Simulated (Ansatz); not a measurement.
# Cl2H2Sn: molecular dynamics

The plan is to follow the molecule's vibrations and see whether its bonds hold. The start is relaxed first. Runs: 40 steps of 4 fs under a Langevin thermostat at 700 K. SMILES of the start: [Cl][SnH2][Cl].

All numbers below are computed with Ansatz 0.2.0 (RKS PBE-D4/def2-SVP).

## 1. The starting structure

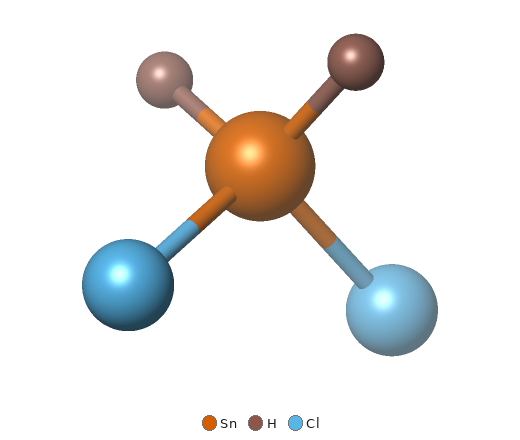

Start, viewed from a free direction; tin orange, hydrogen brown, chlorine blue.

Coordinates:

```xyz
5

Sn    0.0000    0.0000    0.0000
H     0.0000    0.0000    1.7400
Cl    2.2726    0.0000   -0.8025
Cl   -1.1351    1.9666   -0.8025
H    -0.8195   -1.4198   -0.5794
```

## 2. Relaxing the start

input.yaml

```yaml
crystal:
  periodic: [false, false, false]
  atoms:
    - { symbol: Sn, position_ang: [0.0, 0.0, 0.0] }
    - { symbol: H, position_ang: [0.0, 0.0, 1.74] }
    - { symbol: Cl, position_ang: [2.2726, 0.0, -0.8025] }
    - { symbol: Cl, position_ang: [-1.1351, 1.9666, -0.8025] }
    - { symbol: H, position_ang: [-0.8195, -1.4198, -0.5794] }
basis:
  gaussian: { orbitals: def2-SVP }
hamiltonian:
  xc: pbe
  dispersion: d4
relax:
  f_tol: 0.02
  max_steps: 40
```

Command:

```console
$ ansatz run input.yaml --threads 1 --pin off --max-ram 2048MiB --backend cpu --events-out ev --progress --plain --runs-dir out
```

The runs that follow: Dynamics.

Q: Predict the outcome of this session. Wanted: relaxation of the start; temperature, first and last step; temperature, second half; potential energy, second half; bonds formed or broken.

The runs gave:

| quantity | value |
| --- | --- |
| relaxation of the start | 3 moves, 0.067 eV lower |
| length | 40 steps of 4 fs |
| temperature, first and last step | 560 and 540 K |
| temperature, second half | mean 707 K, from 399 to 997 K |
| potential energy, second half | +48 meV/atom from the start |
| bonds formed or broken | 0 |

What this shows: Against a set 700 K the second half averages 707 K with a spread of 179 K. A step of 4 fs is long for atoms as light as 1 u, and this run prints no conserved energy by which to check it. No bond forms or breaks. A run of 160 fs with 5 atoms shows the motion but fixes no equilibrium value. The nuclei move classically, without zero-point motion, which matters most for hydrogen.
